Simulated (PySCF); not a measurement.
## A study: CH3NSe, SMILES `C#N.[SeH2]`

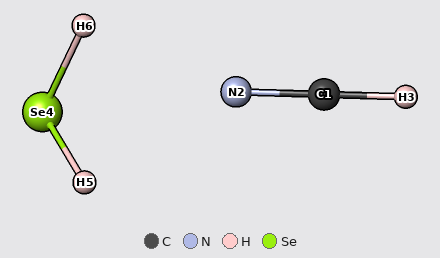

The molecule, with its atoms numbered as below. The pair's geometry is semi-empirical, so its contact may be too short or too long.

Coordinates in Å:

```
C1      -3.0892   -0.1156    0.1601
N2      -2.0927    0.2086   -0.2834
H3      -4.0173   -0.4155    0.5698
Se4      1.0834   -0.0230    0.0332
H5       0.1769   -0.6505   -0.8773
H6       0.1891    1.0798    0.2007
```

### 1. Bonding charge

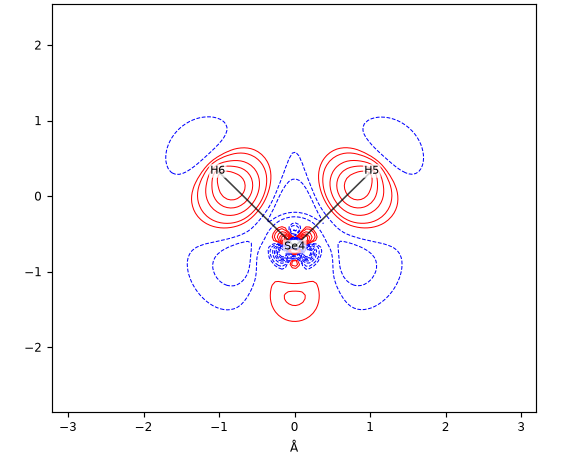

Deformation density (molecule less spherical, spin-averaged free atoms) in the plane of Se4, H5 and H6; contours at ±0.05 to ±0.8 e/Å³; solid red lines: gain, dashed blue lines: loss.

Level of theory: HF/def2-SVP (PySCF), at a geometry from GFN2-xTB.

Q: How much density has each bond in this plane gained at its critical point, relative to the free atoms?

A: Se4–H6: +0.28 e/Å³ at the bond critical point (bond length 1.43 Å, Mayer order 1.0). Se4–H5: +0.28 e/Å³ at the bond critical point (bond length 1.43 Å, Mayer order 1.0). In all, 1.5 electrons gather in the regions of gain relative to the promolecule.

### 2. Bond critical points

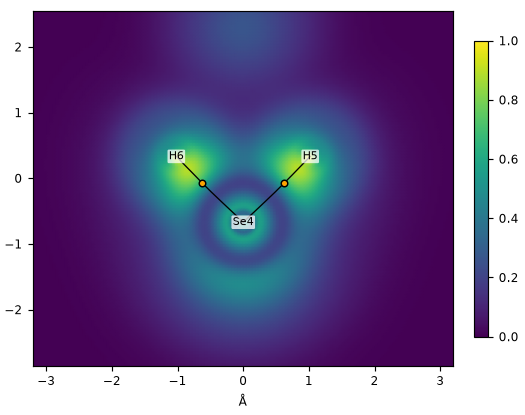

Localised orbital locator (LOL) in the plane of Se4, H5 and H6, with bond paths and bond critical points (dots).

Q: What values does LOL take at the bond critical points in this plane?

A: Se4–H6: about 0.62; Se4–H5: about 0.62. Values above 0.5 mark slow, localised electrons, as in shared pairs; low values at a critical point mark a polar or closed-shell contact whose critical point lies between the shells.

Q: Where along Se4–H6 does the critical point lie?

A: 0.86 Å from Se4 and 0.57 Å from H6.

### 3. Local ionisation energy

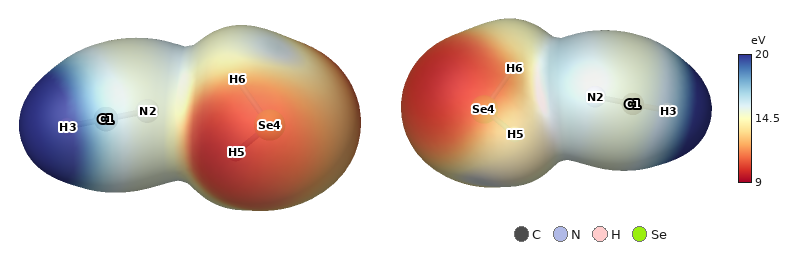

Average local ionisation energy on the surface of electron density 0.001 a.u. (back view left, front view right).

Q: Where are the most loosely bound electrons on this surface?

A: The lowest value is 9.7 eV, 2.4 Å from Se4. Further minima include 15.0 eV, off the C1–N2 bond (2.0 to 2.1 Å from its atoms). For comparison, the highest occupied orbital lies at −9.0 eV.

Q: What volume does the surface enclose, and what is the dipole moment?

A: About 94 Å³; the dipole moment is 4.3 D.

### 4. Excited states

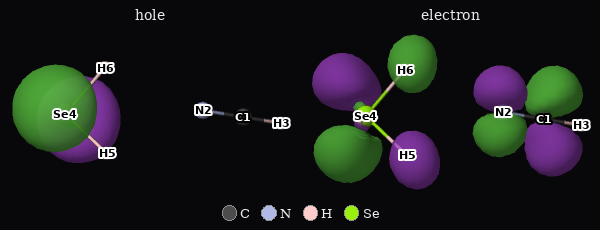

Leading natural transition orbital pair of S₃ (TDA singlet states); the surfaces enclose about 70 % of each orbital's density.

Level of theory: B3LYP/def2-SVP (PySCF), at a geometry from GFN2-xTB. Without diffuse functions Rydberg states are missing, so the states' numbers hold for this basis only.

Q: Where does the state lie, and where do hole and electron sit?

A: 6.11 eV (203 nm), f = 0.000 (dark); the leading pair carries 100 %; hole on Se4 (91 %), electron on Se4 (35 %), N2 (21 %) and C1 (20 %); their centroids lie 1.8 Å apart. In canonical orbitals it is mainly HOMO → LUMO+2 (94 %). The HOMO–LUMO gap is 6.05 eV.
